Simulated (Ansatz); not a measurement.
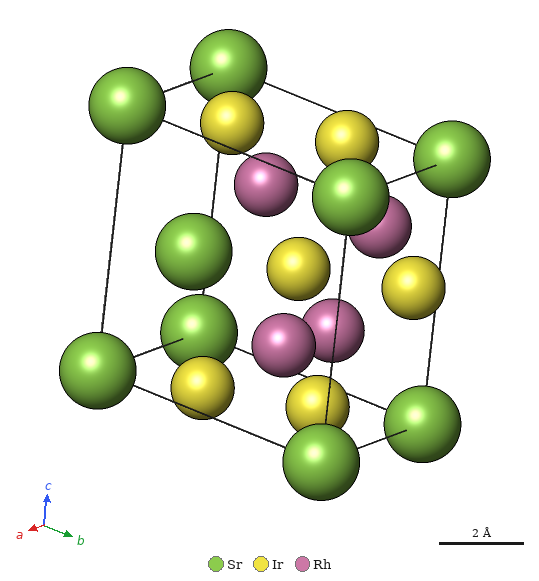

View slightly off an axis, drawn as a spheres-only model. The simulation cell is drawn as a box.

```xyz
10
Lattice="0.0000 4.9159 3.1506 0.0000 -4.9159 3.1506 5.6054 0.0000 -3.1506" Properties=species:S:1:pos:R:3 pbc="T T T"
Sr    0.0000    0.0000    0.0000
Sr    2.8027    2.4580    1.5753
Ir    0.0000   -1.7402    3.1506
Ir    0.0000    1.7402    3.1506
Ir    2.8027   -0.7177    1.5753
Ir    2.8027   -4.1982    1.5753
Rh    4.1458    0.0000    0.0000
Rh    1.4597    0.0000    3.1506
Rh    4.2624   -2.4580    1.5753
Rh    1.3431   -2.4580    1.5753
```

Theory: DFT, PAW plane waves, r2SCAN in Ansatz 0.2.0. Numerical settings: E_cut = 500 eV, 6×6×6 k-mesh, Fermi-Dirac smearing of 0.1 eV, no spin polarisation. The pressure of the cell is 64 GPa.

Question: How charged are the atoms, by the Bader scheme?

Answer: Sr +1.39 e; Ir -0.49 e; Rh -0.20 e.

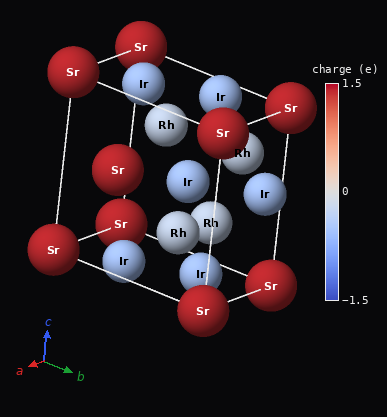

The atoms coloured by those charges.

The picture shows a generated cell, made by putting these elements into a known structure type (the compound may or may not exist in this form); the geometry isn't optimised. An electronic-structure calculation with Ansatz was run on it.

At this level of theory the cell isn't at rest (compressed, at 64 GPa and forces up to 1.9 eV/Å), so its distances can differ from those at equilibrium, the more so the softer the solid.
